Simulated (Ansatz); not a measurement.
# TiS2: Ti → Zr

Take TiS2 in the CdI2 type structure (space group P-3m1, No. 164; a = 3.360 Å, c = 5.523 Å; layered, stacked along the Cartesian z axis) as the base.

One thing is altered: every Ti is replaced by Zr; the structure is relaxed again.

The values are results of Ansatz (a program for electronic structure) PBE-D3(BJ), no SOC, earlier PAW set, not measurements. k-mesh 10×10×6 (Γ-centred); smearing 0.05 eV (Fermi–Dirac), for the changed cell.

```tsv
quantity	base	changed	shift
volume per atom	18.00 Å³	21.82 Å³	+3.814 Å³
density	3.44 g/cm³	3.94 g/cm³	+0.50 g/cm³
lattice parameter a	3.360 Å	3.635 Å	+0.275 Å
c/a ratio	1.643	1.573	-0.070
space group	P-3m1 (No. 164)	P-3m1 (No. 164)	–
shortest interatomic distance	2.409 Å	2.557 Å	+0.148 Å
band gap	zero	0.66 eV	–
gap character	absent	indirect, Γ → L	–
valence-band top at Γ (three highest levels, from the VBM)	–	0.00, -0.24, -0.24 eV	–
```

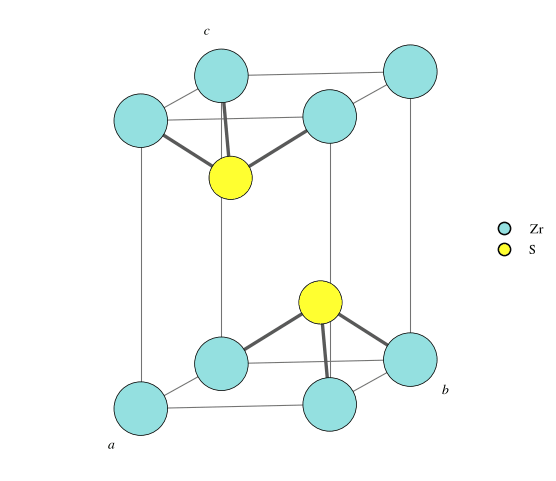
The relaxed conventional cell after the change

Cost of the whole job for the changed cell (relaxation, final SCF and bands): around 40 core-seconds (rough).

Whether these cells are dynamically stable was not tested. The final runs are not spin-polarised. The zero or small gap of TiS2 can change with the level of theory.
